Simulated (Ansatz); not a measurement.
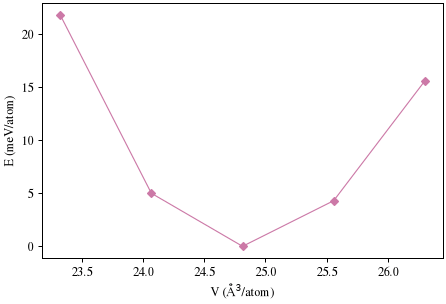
Bi₂Pd in space group C2/m (No. 12; Bi on 4i, Bi on 4i, Pd on 4i) under volume change, PBEsol (plane waves, PAW; program Ansatz), shape and atoms relaxed at each volume.

**Question.** What does a third-order Birch–Murnaghan fit give for V₀, B₀ and B′?

**Answer.** V₀ = 24.81 Å³/atom, B₀ = 65.6 GPa, B′ = 7.3.

The workflow started from an entry of the Crystallography Open Database (COD), which files this formula under 2 space groups. Whether it is the stable phase at ambient conditions was not checked. Symmetry was held in the PBEsol relaxation; whether a distortion lowers the energy is not shown. No spin polarisation was allowed. Spin–orbit coupling is left out wherever it is not named.

Potentials: the later of the program's two PAW sets.
